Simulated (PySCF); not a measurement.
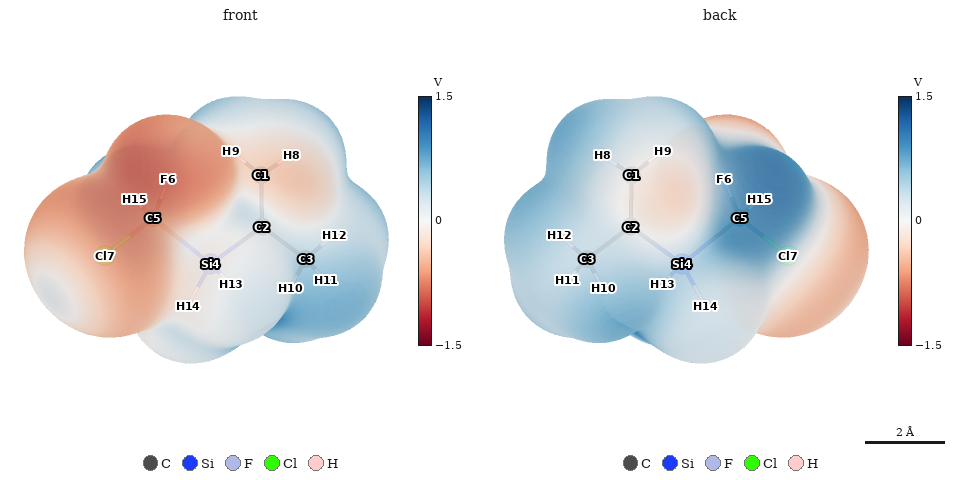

Figure 1: C4H8ClFSi (SMILES C=C(C)[SiH2][C@H](F)Cl). The molecular electrostatic potential painted on the density surface at 0.001 e/bohr³, seen from the front and from behind; the colour scale runs from red (negative) to blue (positive).

Geometry: GFN2-xTB.

Method: wB97X-D/def2-SVPD, SCF density, gas phase (PySCF).

Input

```
{"job": {"kind": "uv", "xc": "wB97X-D", "basis": "def2-SVPD", "nstates": 8, "ntriplets": 3}, "charge": 0, "multiplicity": 1}
C     -0.662765    -0.982942     1.250303
C     -0.827649    -0.098707     0.271970
C     -2.193795     0.385404    -0.115808
Si     0.602556     0.648718    -0.705809
C      2.242435    -0.266613    -0.254508
F      2.576204    -0.089702     1.057675
Cl     3.549126     0.426483    -1.250331
H     -1.500095    -1.386824     1.799868
H      0.309204    -1.334274     1.551768
H     -2.389273     0.160379    -1.162579
H     -2.255022     1.465834     0.001352
H     -2.965826    -0.078812     0.493301
H      0.817526     2.058159    -0.377204
H      0.440319     0.445833    -2.148160
H      2.252641    -1.344946    -0.433751
```

Run with:

```sh
OMP_NUM_THREADS=1 python probes_run.py task.json out
```

Describe the electrostatic potential map.

The most negative region (about −0.9 V) lies over F6, the most positive (about +1.0 V) over Si4 and H15. Cl7 shows a σ-hole: about +0.2 V at the tip opposite its bond, against about −0.5 V on its flanks.

What dipole moment does the calculation give?

Its dipole moment is 2.77 D.
